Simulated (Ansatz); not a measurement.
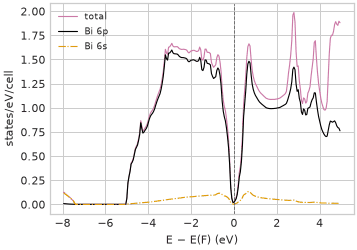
*Total and projected density of states of Bi (A7 (α-As type), R-3m), LDA (plane waves, PAW; program Ansatz)*

Task: Which orbitals carry the states next to the Fermi level?

Result: Within 0.5 eV of the Fermi level: Bi 6p 88 %, Bi 6s 9 %. Projections are on Löwdin-orthogonalised atomic valence shells; empty p or d shells of many metals are not among them.

Task: Where is the tallest occupied peak in this window, and what makes it?

Result: Near -2.9 eV, about 1.7 states/eV per cell; the largest projected share is Bi 6p.

The cell was relaxed with LDA under the symmetry of its start. Spin–orbit coupling is left out wherever it is not named.

Potentials: the later of the program's two PAW sets.
